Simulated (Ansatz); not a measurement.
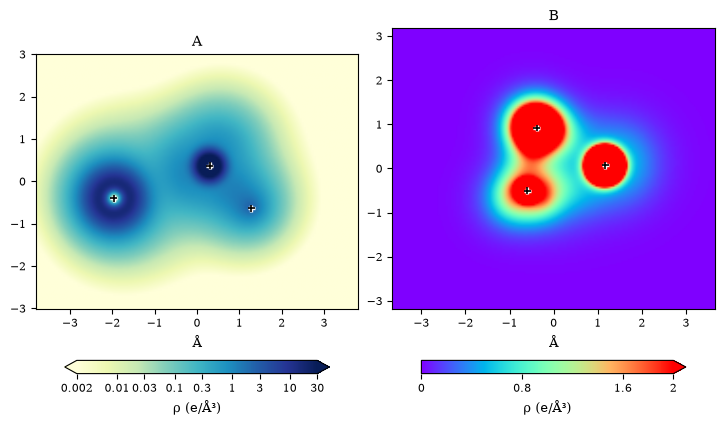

The electron density of 2 systems, each on a plane through atoms (crosses mark nuclei in the plane).

All numbers below come from RKS PBE0-D4/def2-TZVPPD (Ansatz 0.2.0).

System 1: AgH3P (charge +1), the plane of atoms Ag1, P2 and H4. Geometry: PBE0-D4/def2-TZVP; core potentials replace the inner electrons of Ag.

```xyz
5

Ag   -0.2909    0.4037   -2.2261
P     0.0139   -0.0193    0.1062
H    -0.4245   -1.2720    0.5667
H    -0.6375    0.8651    0.9821
H     1.3389    0.0225    0.5711
```

System 2: CH3OSi (SMILES C1O[SiH-]1) (charge −1), the plane of atoms C1, O2 and Si3. Geometry: a frame of the PBE0-D4/def2-SVPD trajectory; not at a stationary point (largest force 1.4 eV/Å).

```xyz
6

C     0.0415   -0.1601   -0.6044
O    -0.9708   -0.5810    0.3282
Si   -0.3500    1.0115    0.7820
H    -0.2480    0.0865   -1.6758
H     0.8779   -0.8903   -0.6605
H     0.8660    0.6516    1.7672
```

### Match each panel to its system.

Panel A is system 1, AgH3P: the plane holds Ag, P and H. Ag–P (2.39 Å): the density is about 0.56 e/Å³ at the midpoint. Panel B is system 2, CH3OSi: the plane holds C, O and Si. C–O (1.44 Å): ρ is about 1.9 e/Å³ halfway, with its minimum of 1.7 e/Å³ about 0.5 Å from C.
